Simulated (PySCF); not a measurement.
# C₄H₇ClO₂Si (SMILES CO[SiH2]CC(Cl)=C=O): what the fields show

The calculation's input:

```
{"job": {"kind": "uv", "xc": "wB97X-D", "basis": "def2-SVPD", "nstates": 8, "ntriplets": 3}, "charge": 0, "multiplicity": 1}
C     -2.904441    -0.552431     0.171265
O     -1.557843    -0.518638    -0.193110
Si    -0.412090     0.518716     0.287780
C      1.061020    -0.085107    -0.760589
C      2.356923     0.363694    -0.176055
Cl     2.530900     2.070974     0.166509
C      3.341852    -0.408585     0.162723
O      4.221165    -1.121686     0.446515
H     -3.013641    -0.590618     1.256820
H     -3.350818    -1.444304    -0.269144
H     -3.424877     0.333017    -0.199528
H     -0.141575     0.403455     1.723496
H     -0.755115     1.906954    -0.030913
H      0.974109     0.304273    -1.776892
H      1.070019    -1.171724    -0.830790
```

Run with:

```sh
OMP_NUM_THREADS=1 python probes_run.py task.json out
```

Geometry: GFN2-xTB.

Level of theory: wB97X-D/def2-SVPD, SCF density, gas phase (PySCF 2.14.0).

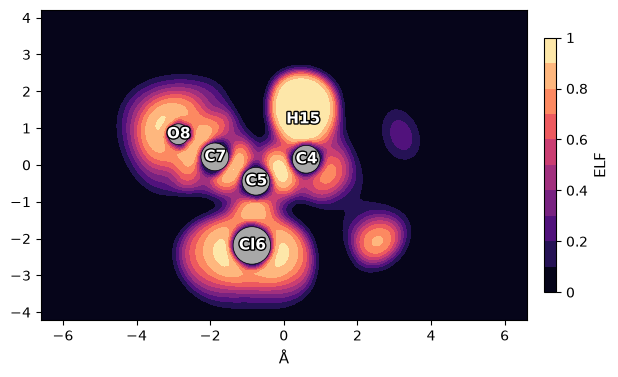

Figure 1. Electron localisation function on the plane of atoms C4, C5 and C7. Grey discs cover the atomic cores.

Question: Read the bonding off the picture.

Answer: Atoms in the plane: C, Cl, O and H. C–O (1.17 Å): the ELF peaks at about 0.85 between the atoms; a multiple bond. C–C (1.30 Å): the ELF peaks at about 0.90 between the atoms (a short, multiple covalent bond). C–Cl (1.75 Å): the ELF peaks at about 0.90 between the atoms: localised, covalent bonding. C–H (1.09 Å): the ELF climbs to about 1 towards the hydrogen, as it does in any bond to H; an ordinary covalent bond to hydrogen. C–C (1.49 Å): the ELF peaks at about 0.95 between the atoms (a covalent bond). The ELF also peaks beside Cl6 and O8, away from the bonds: lone-pair regions.

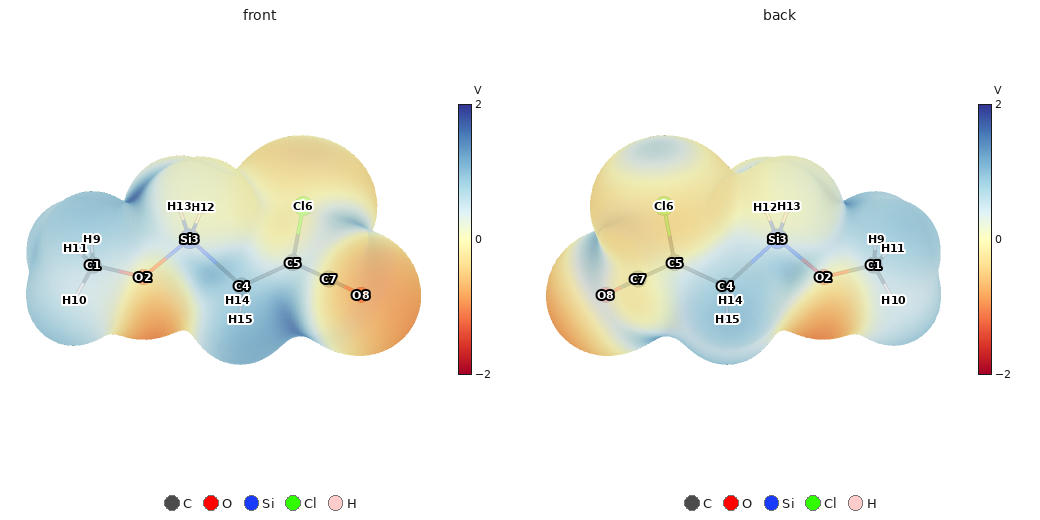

Figure 2. The molecular electrostatic potential painted on the density surface at 0.002 e/bohr³, seen from the front and from behind; the colour scale runs from red (negative) to blue (positive).

Question: Which sites attract a positive test charge, and which a negative one?

Answer: A positive charge is drawn to the negative regions and a negative charge to the positive ones. The most negative region (about −0.9 V) lies over O2, the most positive (about +1.5 V) over Si3 and C7. Cl6 shows a σ-hole: about +0.6 V at the tip opposite its bond, against about −0.2 V on its flanks.

Question: What dipole moment does the calculation give?

Answer: Its dipole moment is 2.68 D.
